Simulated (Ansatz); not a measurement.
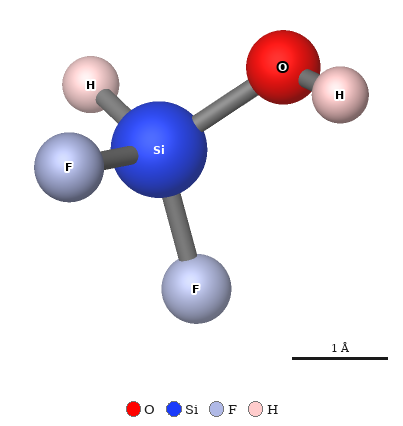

The structure as given in the input (ball-and-stick view, seen at a tilt). Bond lengths as drawn: F–Si 1.58 Å, H–O 0.96 Å, H–Si 1.46 Å and O–Si 1.61 Å.

## Single-point calculation of SiH2OF2

System: SiH2OF2, SMILES O[SiH](F)F.
Method: RKS CAM-B3LYP-D4/def2-TZVPP (Ansatz 0.2.0).

The geometry comes from this level: PBE0-D4/def2-TZVP.

The program's output:
```
Functional definition: CAM-B3LYP
  name "CAM-B3LYP"
  cite "Yanai, Tew & Handy, Chem. Phys. Lett. 393, 51 (2004) doi:10.1016/j.cplett.2004.06.011"
  cite "Iikura, Tsuneda, Yanai & Hirao, J. Chem. Phys. 115, 3540 (2001) doi:10.1063/1.1383587"
  cite "Becke, Phys. Rev. A 38, 3098 (1988) doi:10.1103/PhysRevA.38.3098"
  cite "Lee, Yang & Parr, Phys. Rev. B 37, 785 (1988) doi:10.1103/PhysRevB.37.785"
  cite "Vosko, Wilk & Nusair, Can. J. Phys. 58, 1200 (1980) doi:10.1139/p80-159"
  parameter alpha = 0.19
  parameter beta = 0.46
  parameter omega = 0.33/bohr
  parameter ac = 0.81
  # Exact exchange under (alpha + beta erf(omega r))/r, Becke's under what is left of 1/r.
  exchange = (1 - alpha - beta)*b88_x + beta*b88_x_sr(omega) + alpha*exact_x + beta*exact_x_lr(omega)
  correlation = (1 - ac)*vwn5_c + ac*lyp_c
872 factors; their error is unknown
189 factors; integrals over basis functions are off by at most 1.0e-5 eV
mean field evaluation 1: about -15392.5750 eV, gradient 6.5e1 eV
mean field evaluation 2: about -15388.9078 eV, gradient 8.2e1 eV
mean field evaluation 4: about -15398.4105 eV, gradient 2.2e0 eV
mean field evaluation 8: about -15398.4194 eV, gradient 7.1e-2 eV
mean field evaluation 16: about -15398.4476 eV, gradient 5.1e-5 eV
mean field -15398.44764030 eV, -565.8825133383 hartree, gradient 5.1e-5 eV, S^2 0.000000; 0 other end points of the search recorded, 0 dependent functions left out
reference -15398.44773840 eV, -565.8825169436 hartree; 21, 21 occupied and 142, 142 virtual orbitals, 872 factors
Total energy: -15398.52219290 eV, -565.8852530959 hartree
```

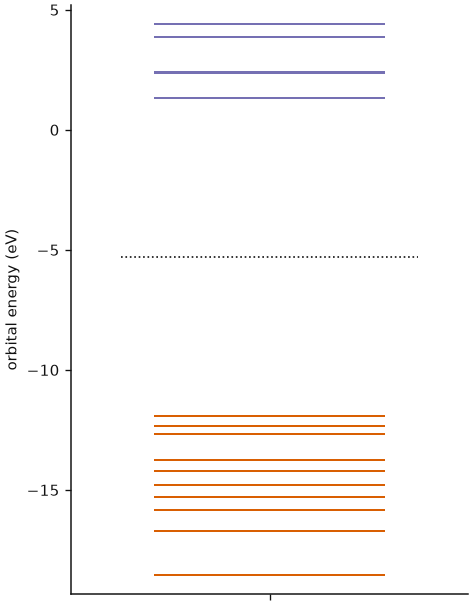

Orbital energies near the frontier; the dotted line parts filled from empty levels, and levels within 0.02 eV of each other stand side by side. Highest filled −11.91 eV, lowest empty 1.33 eV, 13.24 eV apart.

This output came from the following input.

Input file:
```yaml
crystal:
  periodic: [false, false, false]
  atoms:
    - {symbol: O, position_ang: [0.027748, 1.137870, -0.556408]}
    - {symbol: Si, position_ang: [0.121375, -0.236167, 0.285183]}
    - {symbol: F, position_ang: [0.731792, -1.405122, -0.592383]}
    - {symbol: F, position_ang: [-1.315535, -0.739716, 0.722082]}
    - {symbol: H, position_ang: [-0.477408, 1.182953, -1.369485]}
    - {symbol: H, position_ang: [0.954128, -0.003817, 1.464911]}
basis:
  gaussian: {orbitals: def2-TZVPP}
hamiltonian: {xc: {name: CAM-B3LYP}, dispersion: d4}
output: {orbitals: {seedname: orbitals}}
```

Summary:

| quantity | value |
| --- | --- |
| outcome | converged |
| total energy | −15398.5222 eV |
| mean-field energy | −15398.4477 eV |
| dispersion energy | −0.0745 eV |
| SCF solution under orbital rotations | stable |
| HOMO | −11.91 eV |
| LUMO | 1.33 eV |
| hardware | 2 CPU threads, shared host |
| wall time | 2 s (CPU time 3.7 s) |
| peak memory | 0.35 GiB |
